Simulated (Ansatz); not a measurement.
```yaml
crystal:
  lattice:
    - [7.69902, 0.00000, 0.00000]
    - [0.00000, 7.69902, 0.00000]
    - [0.00000, 0.00000, 7.69902]
  atoms:
    - { symbol: Cs, position: [0.50000, 0.00000, 0.00000] }
    - { symbol: Cs, position: [0.00000, 0.50000, 0.00000] }
    - { symbol: Cs, position: [0.00000, 0.00000, 0.50000] }
    - { symbol: Cs, position: [0.50000, 0.50000, 0.50000] }
    - { symbol: Zn, position: [0.00000, 0.00000, 0.00000] }
```

Space group Pm-3m; a structure generated by program, which may or may not match a known phase.

Method: DFT PBE, scalar-relativistic, plane waves, PAW in Ansatz 0.2.0.

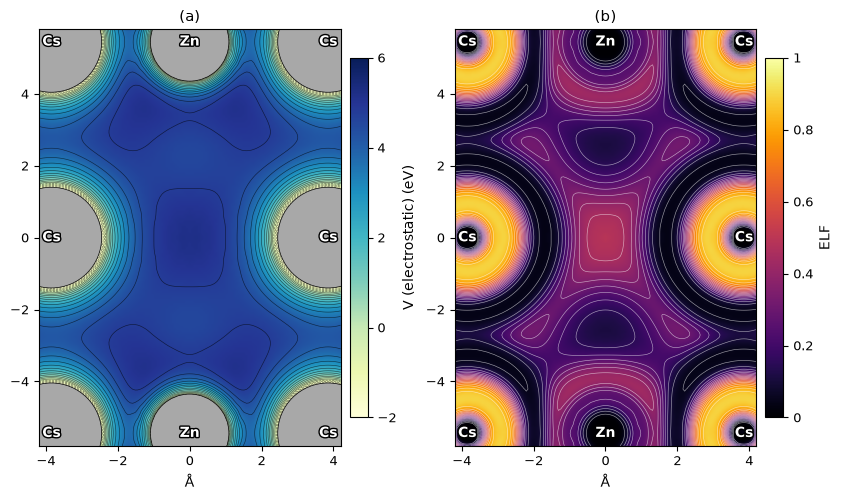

Cs₄Zn. (a) electrostatic potential (local pseudopotential plus Hartree) felt by an electron; (b) ELF on the (110) plane of the conventional cell. Grey discs cover the atomic cores in the potential map.

Core electrons are frozen (PAW), and the valence fields are smoothed inside the atomic spheres.

### Describe what can be read from this map.

The section cuts through Cs and Zn sites.
Cs–Zn (3.85 Å): the ELF is about 0.10 at the midpoint: no localised pair shows between them.
The features right at Cs lie inside the PAW spheres, where the map follows smoothed inner orbitals and isn't to be read closely.
Outside the cores the potential energy rises away from the atoms and is highest about 3.6 Å from the nearest atoms; its zero is arbitrary.
